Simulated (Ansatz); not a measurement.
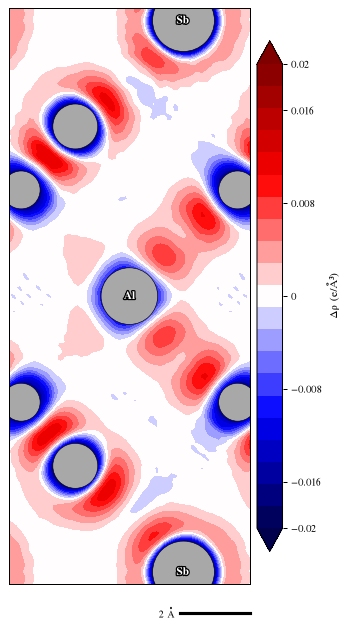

Al₂Ga₃Sb₅. Difference of the valence pseudo-densities of two functionals at the same geometry, on the (011) plane of the calculation cell: r2SCAN less LDA.

Space group I-4m2; a structure generated by program, which may or may not match a known phase.

Both computed with Ansatz (plane waves, PAW), on the same k-point mesh. Grey discs cover the atomic cores.

```yaml
crystal:
  lattice:
    - [-4.39824, 4.39824, 0.00000]
    - [2.19912, -2.19912, 15.54231]
    - [0.00000, 4.39824, 0.00000]
  atoms:
    - { symbol: Al, position: [0.35005, 0.70009, 0.50000] }
    - { symbol: Al, position: [0.14995, 0.29991, 0.50000] }
    - { symbol: Ga, position: [0.75000, 0.50000, 0.50000] }
    - { symbol: Ga, position: [0.95017, 0.90034, 0.50000] }
    - { symbol: Ga, position: [0.54983, 0.09966, 0.50000] }
    - { symbol: Sb, position: [0.70001, 0.40002, 0.00000] }
    - { symbol: Sb, position: [0.29999, 0.59998, 0.00000] }
    - { symbol: Sb, position: [0.90012, 0.80025, 0.00000] }
    - { symbol: Sb, position: [0.50000, 0.00000, 0.00000] }
    - { symbol: Sb, position: [0.09988, 0.19975, 0.00000] }
```

Q: What does the difference map show?

A: Against LDA, r2SCAN gives less density around Al (−0.004 e/Å³ on average at 1.0 Å from the nucleus) and less density around Sb (−0.004 e/Å³ on average at 1.0 Å from the nucleus).
